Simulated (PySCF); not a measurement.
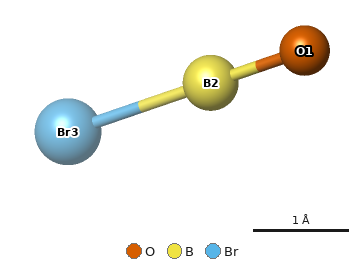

BOBr, before the relaxation. A ball-and-stick model, seen at a tilt.

The start comes from GFN2-xTB.

Theory: PBE0-D3(BJ)/def2-SVP geometry optimisation, gas phase (PySCF).

```xyz
3

O    -1.3689    0.3073   -0.0064
B    -0.1981    0.1051   -0.0045
Br    1.5785   -0.2030   -0.0016
```

**Predict the outcome.**

The energy falls by 0.029 eV in 2 geometry steps. Br3 moves most after the best rigid fit: 0.028 Å. By element the largest moves are Br 0.028 Å, O 0.022 Å, B 0.006 Å. Some distances before and after: B2–Br3 1.803 → 1.838 Å, O1–B2 1.188 → 1.204 Å. The run took about 10 core-seconds on a shared host.

Step by step:

```
step  E − E(0), eV
   0        0.0000
   1       -0.0292
   2       -0.0293
```

Final geometry:

```xyz
3

O    -1.3909    0.3112   -0.0064
B    -0.2042    0.1060   -0.0045
Br    1.6065   -0.2078   -0.0016
```
